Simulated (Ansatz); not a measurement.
# AlF2H3Si: the cost of one run

All numbers below are computed with Ansatz 0.2.0 (RHF/def2-SVP).

## 1. Starting point

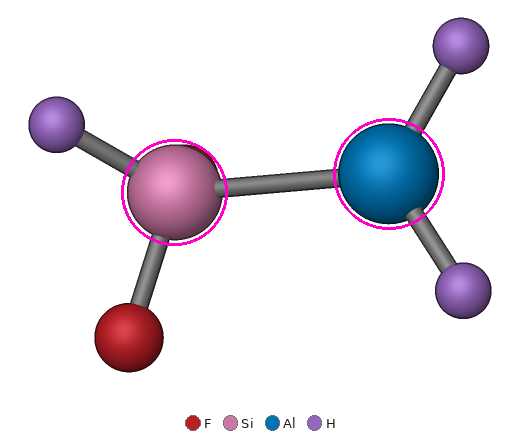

The starting structure, seen from a chosen angle (fluorine red, silicon pink, aluminium blue, hydrogen purple). Ringed: Si2, Al4.

Coordinates:

```xyz
7

F    -0.2013   -1.4166    1.5151
Si    0.6807   -0.5823    0.4451
F     0.9996   -1.7725   -0.6009
Al   -0.7809    1.0739   -0.6244
H     1.9595   -0.4698    1.1554
H    -1.3481    2.2721    0.1935
H    -1.3096    0.8951   -2.0839
```

## 2. End point A

File input.yaml:

```yaml
crystal:
  periodic: [false, false, false]
  atoms:
    - { symbol: F, position_ang: [-0.20129, -1.41665, 1.51515] }
    - { symbol: Si, position_ang: [0.6807, -0.58226, 0.44511] }
    - { symbol: F, position_ang: [0.99961, -1.7725, -0.60087] }
    - { symbol: Al, position_ang: [-0.78085, 1.07392, -0.62442] }
    - { symbol: H, position_ang: [1.95953, -0.46976, 1.1554] }
    - { symbol: H, position_ang: [-1.34809, 2.27214, 0.19355] }
    - { symbol: H, position_ang: [-1.30962, 0.89511, -2.08392] }
basis:
  gaussian: { orbitals: def2-SVP }
hamiltonian:
  xc: hf
relax:
  f_tol: 0.015
  max_steps: 40
```

Started as:

```
> ansatz run input.yaml --threads 1 --pin off --max-ram 2048MiB --backend cpu --events-out ev --progress --plain --runs-dir out
```

Q: Estimate wall time and peak memory on 1 thread of Intel Xeon at 2.50GHz (Skylake/Cascade Lake), shared host.

About 63 s, with a peak of 0.15 GiB.
